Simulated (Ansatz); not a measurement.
# Effect of Cs → Li on Cs

Start from Cs in the bcc (W type) structure (space group Im-3m, No. 229; a = 6.2649 Å).

Modification: Li takes the place of Cs on all its sites, then cell and atoms are relaxed.

Method: r2SCAN (Ansatz, a quantum-chemistry and plane-wave program; PAW; 500 eV plane waves; no SOC). k-mesh 19×19×19 (Γ-centred); smearing 0.05 eV (Fermi–Dirac), for the changed cell.

```csv
quantity,base,changed,shift
volume per atom,122.95 Å³,21.03 Å³,-101.92 Å³
density,1.80 g/cm³,0.55 g/cm³,-1.25 g/cm³
lattice parameter a,626.5 pm,347.7 pm,-278.75 pm
band gap,zero,zero,–
```

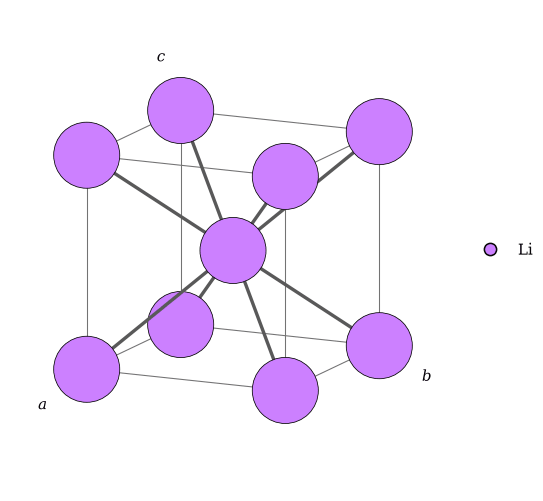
Fig. 1. The relaxed conventional cell after the change

No phonon test of stability was made. All final runs are without spin polarisation.
